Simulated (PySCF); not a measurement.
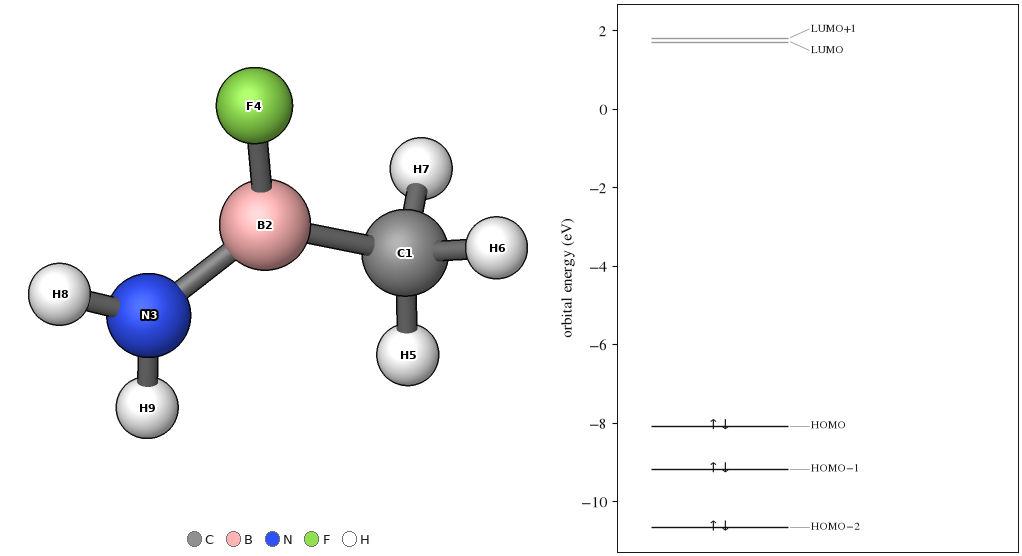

CH₅BFN, SMILES CB(N)F. Kohn-Sham orbital energies near the frontier, PBE0/def2-SVP in PySCF, at a PBE0-D3(BJ)/def2-SVP geometry (no frequency check), isolated molecule; empty levels in grey, levels within 0.03 eV side by side.

### Where do the frontier orbitals lie?

HOMO at −8.06 eV, LUMO at 1.71 eV, 9.77 eV apart.

### How far below the HOMO does the next level lie?

1.10 eV.

### List the levels with the atoms that carry most of them (a dash for levels above zero or within 0.03 eV of another, where shares mean little).

| orbital | energy (eV) | Löwdin shares |
| --- | --- | --- |
| LUMO+1 | 1.82 | – |
| LUMO | 1.71 | – |
| HOMO | −8.06 | N3 75 %, B2 12 %, F4 6 % |
| HOMO−1 | −9.16 | C1 40 %, F4 23 %, B2 23 % |
| HOMO−2 | −10.65 | C1 46 %, H5 24 %, H6 10 % |

Note: empty levels above zero depend strongly on the basis.
